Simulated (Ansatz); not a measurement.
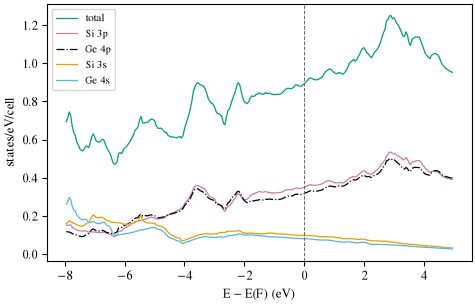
*Total and projected density of states of SiGe in space group R-3m (No. 166; Ge on 3a, Si on 3b), the program Ansatz at the PBEsol level (PAW)*

Question: Which orbitals carry the states next to the Fermi level?

Answer: Within 0.5 eV of the Fermi level: Si 3p 39 %, Ge 4p 36 %, Si 3s 11 %, Ge 4s 9 %, outside the projected shells 5 %. Projections are on Löwdin-orthogonalised atomic valence shells; empty p or d shells of many metals are not among them.

Question: Where is the tallest occupied peak in this window, and what makes it?

Answer: Near -2.2 eV, about 0.90 states/eV per cell; the largest projected share is Ge 4p.

The start of the workflow was typed in or built on a structure type; neither database checked (COD, Materials Project) lists it. Whether it is the stable phase at ambient conditions was not checked. The cell was relaxed with PBEsol under the symmetry of its start; of distortions, only those at the zone centre were tested, and some modes there are weakly imaginary. Its formation energy is positive at this level, so the cell may be metastable or incomplete. Scalar-relativistic: spin–orbit coupling is off unless named, which matters more the heavier the elements.

Potentials: the later of the program's two PAW sets.
